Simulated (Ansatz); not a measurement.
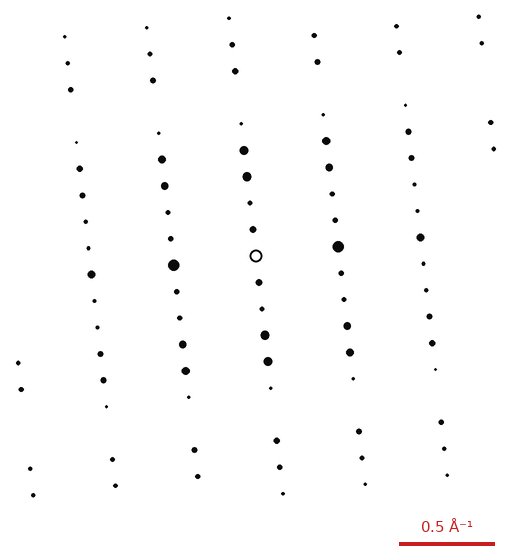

Simulated selected-area electron diffraction pattern (200 kV, kinematic approximation, thin crystal, B = 0.5 Å² for all atoms).

> Read the repeat vectors of the pattern off the scale bar.

The spots form a rectangular net whose two shortest vectors correspond to d = 7.13 Å and 2.29 Å, 90.0° apart.

> What is the point symmetry of the pattern, intensities included?

2mm.

> Which crystal and zone produced it?

This cannot be fixed from one zone alone; the pattern is [210] of Li3LaAg2, space group P-3m1 (No. 164), a = 4.584 Å, c = 7.134 Å (hexagonal axes). The net vectors are 0 0 1 and 1 -2 0. Structure: the geometry relaxed with DFT, PAW plane waves, pbe in Ansatz 0.2.0; the starting structure was generated, so it need not be a known form of this composition.
